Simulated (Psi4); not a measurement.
**H3NO (SMILES NO) at M06-2X/def2-TZVPP**

What is the vertical singlet–triplet gap of H3NO at M06-2X/def2-TZVPP? 

The results are computed with Psi4 1.11.

1 further run of the same task is left out (set aside as unsound or not needed). Runs told in other sessions of the task aren't counted.

## Step 1: Starting point

H3NO: 5 atoms, total charge 0, spin state singlet. As SMILES, `NO`. Geometry: relaxed at PBE0-D4/def2-TZVP. This is one conformer, not always the lowest.

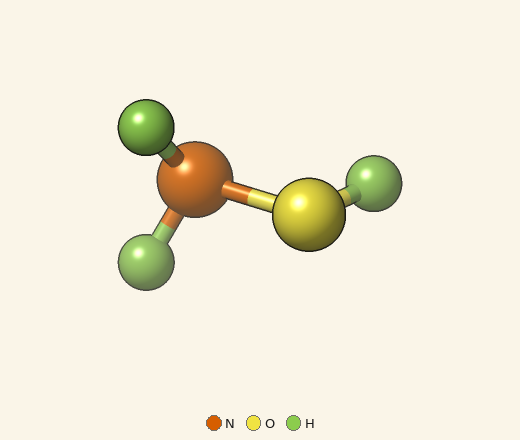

Viewed from a chosen angle; nitrogen orange, oxygen yellow, hydrogen green.

## Step 2: Energy and gradient at M06-2X/def2-TZVPP

Contents of calc.py:

```python
import psi4

psi4.set_memory('2200 MB')
psi4.set_num_threads(1)
psi4.core.set_output_file('h3no.out', False)

geom = psi4.geometry("""
0 1
N     -0.165120    -0.361290    -0.321170
O      0.364460     0.666040     0.508060
H     -0.162690    -1.190020     0.266770
H     -1.141650    -0.109840    -0.446210
H      1.105010     0.995100    -0.007440
units angstrom
symmetry c1
""")

psi4.set_options({
    'basis': 'def2-TZVPP',
    'reference': 'rks',
    'puream': True,
    'e_convergence': 1e-09,
    'd_convergence': 1e-08,
    'scf_type': 'pk',
    'dft_radial_points': 99,
    'dft_spherical_points': 590,
})

e, wfn = psi4.gradient('m06-2x', molecule=geom, return_wfn=True)
print('gradient / Eh bohr^-1')
print(e.np.round(6))
print(f'energy = {wfn.energy():.10f} Eh')
```

Command:

```sh
$ python calc.py
```

h3no.out:

```text
[...]
  Running in c1 symmetry.
[...]
  Nuclear repulsion =   39.593666393662183
[...]
  Multiplicity = 1
[...]
  Nalpha       = 9
  Nbeta        = 9
[...]
    Number of basis functions: 104
[...]
   @RKS iter   1:  -131.60922115900101   -3.98127e-01   4.97775e-03 DIIS/ADIIS
[...]
   @RKS iter  10:  -131.71856976095833   -2.61764e-11   5.90105e-09 DIIS
[...]
    Orbital Energies [Eh]
    ---------------------
    Doubly Occupied:
       1A    -19.648749     2A    -14.784160     3A     -1.184365
       4A     -0.905739     5A     -0.581676     6A     -0.575107
       7A     -0.523388     8A     -0.377785     9A     -0.333823
[...]
  @RKS Final Energy:  -131.71856976095833
   => Energetics <=
    Nuclear Repulsion Energy =             39.5936663936621827
    One-Electron Energy =                -258.2093075544330532
    Two-Electron Energy =                  94.8718034583635585
    DFT Exchange-Correlation Energy =      -7.9747320585510089
    Empirical Dispersion Energy =           0.0000000000000000
    VV10 Nonlocal Energy =                  0.0000000000000000
    Total Energy =                       -131.7185697609583315
[...]
 Multipole Moments:
 ------------------------------------------------------------------------------------
     Multipole            Electronic (a.u.)      Nuclear  (a.u.)        Total (a.u.)
 ------------------------------------------------------------------------------------
 L = 1.  Multiply by 2.5417464519 to convert [e a0] to [Debye]
 Dipole X            :          0.3604290           -0.4672831           -0.1068541
 Dipole Y            :          0.5617046           -0.7320415           -0.1703369
 Dipole Z            :          0.3554943           -0.4650567           -0.1095625
 Magnitude           :                                                    0.2289899
[...]
  -Total Gradient:
     Atom            X                  Y                   Z
    ------   -----------------  -----------------  -----------------
       1        0.001342071253     0.000592905988    -0.000954780832
       2       -0.001570679972    -0.000259880531     0.001739848765
       3        0.000148620816    -0.000655439696     0.000664727990
       4       -0.000849869705     0.000422638950    -0.000050056948
       5        0.000934329653    -0.000100157173    -0.001406954141
[...]
```

The script printed:

```text
gradient / Eh bohr^-1
[[ 1.342e-03  5.930e-04 -9.550e-04]
 [-1.571e-03 -2.600e-04  1.740e-03]
 [ 1.490e-04 -6.550e-04  6.650e-04]
 [-8.500e-04  4.230e-04 -5.000e-05]
 [ 9.340e-04 -1.000e-04 -1.407e-03]]
energy = -131.7185697610 Eh
```

It took 45 s on 1 thread of Intel Xeon Platinum 8259CL at 2.50GHz (Skylake/Cascade Lake), shared host; peak memory 1.1 GiB.

## Step 3: The triplet at the same level

Contents of input.inp:

```
memory 2200 MB

molecule mol {
  0 3
  N     -0.165120    -0.361290    -0.321170
  O      0.364460     0.666040     0.508060
  H     -0.162690    -1.190020     0.266770
  H     -1.141650    -0.109840    -0.446210
  H      1.105010     0.995100    -0.007440
  symmetry c1
}

set globals {
  basis def2-TZVPP
  reference uks
  puream true
  e_convergence 1e-09
  d_convergence 1e-08
  scf_type pk
  dft_radial_points 99
  dft_spherical_points 590
  maxiter 100
}

e, wfn = gradient("m06-2x", return_wfn=True)
oeprop(wfn, "QUADRUPOLE", "WIBERG_LOWDIN_INDICES", "MULLIKEN_CHARGES")
```

Command:

```sh
$ psi4 input.inp input.out -n 1
```

input.out, shortened:

```text
[...]
  Running in c1 symmetry.
[...]
  Nuclear repulsion =   39.593666393662183
[...]
  Multiplicity = 3
[...]
  Nalpha       = 10
  Nbeta        = 8
[...]
    Number of basis functions: 104
[...]
   @UKS iter   1:  -131.32127292769661   -1.10179e-01   5.51806e-03 DIIS/ADIIS
[...]
   @UKS iter  28:  -131.46243178881892   -1.04876e-11   6.13780e-09 DIIS
[...]
   @S^2 Observed:                2.008388847E+00
[...]
  @UKS Final Energy:  -131.46243178881892
   => Energetics <=
    Nuclear Repulsion Energy =             39.5936663936621827
    One-Electron Energy =                -257.1128862054586079
    Two-Electron Energy =                  93.9871496240168653
    DFT Exchange-Correlation Energy =      -7.9303616010393601
    Empirical Dispersion Energy =           0.0000000000000000
    VV10 Nonlocal Energy =                  0.0000000000000000
    Total Energy =                       -131.4624317888189182
  UHF NO Occupations:
  HONO-2 :    8  A 1.9982014
  HONO-1 :    9  A 1.0000000
[...]
  -Total Gradient:
     Atom            X                  Y                   Z
    ------   -----------------  -----------------  -----------------
       1        0.083150085836     0.082661294056     0.011155973256
       2       -0.014823493232    -0.054510976761    -0.061750395216
       3       -0.019116713337     0.014413568816     0.011108970580
       4        0.000485783012    -0.007197354993     0.025253095615
       5       -0.049694829797    -0.035331517746     0.014278416993
[...]
 Multipole Moments:
 ------------------------------------------------------------------------------------
     Multipole            Electronic (a.u.)      Nuclear  (a.u.)        Total (a.u.)
 ------------------------------------------------------------------------------------
 L = 1.  Multiply by 2.5417464519 to convert [e a0] to [Debye]
 Dipole X            :         -0.5531162           -0.4672831           -1.0203994
[...]
  Mulliken Charges: (a.u.)
   Center  Symbol    Alpha    Beta     Spin     Total
       1     N     4.25363  2.96955  1.28408 -0.22319
       2     O     4.00691  3.96145  0.04546  0.03164
       3     H     0.40264  0.38308  0.01956  0.21427
       4     H     0.40252  0.38321  0.01931  0.21427
       5     H     0.93430  0.30270  0.63160 -0.23700
   Total alpha = 10.00000, Total beta =  8.00000, Total charge =  0.00000
  Wiberg Bond Indices using Orthogonal Lowdin Orbitals:
  Total Bond Index:
[...]
```

Run time: 2.5 min. Hardware: 1 thread of Intel Xeon Platinum 8259CL at 2.50GHz (Skylake/Cascade Lake), shared host; peak memory 1.1 GiB.

## Step 4: Summary of results

At M06-2X/def2-TZVPP:

| quantity | value |
| --- | --- |
| singlet: total energy | -131.71857 Eh |
| singlet: dipole moment | 0.58 D |
| singlet: HOMO energy | -9.08 eV |
| singlet: LUMO energy | 1.69 eV |
| singlet: HOMO–LUMO gap | 10.78 eV |
| singlet: largest force on an atom | 0.121 eV/Å |
| triplet: total energy | -131.46243 Eh |
| triplet: dipole moment | 3.96 D |
| triplet: HOMO energy (highest over α and β) | -2.51 eV |
| triplet: ⟨S²⟩ | 2.008 |
| triplet: largest force on an atom | 6.056 eV/Å |
| vertical energy of the triplet above the singlet | 6.970 eV |

At this shape the triplet lies 6.97 eV (672 kJ/mol) above the singlet. Mulliken charges (triplet) run from -0.24 on H5 to +0.21 on H3; they depend strongly on the basis.
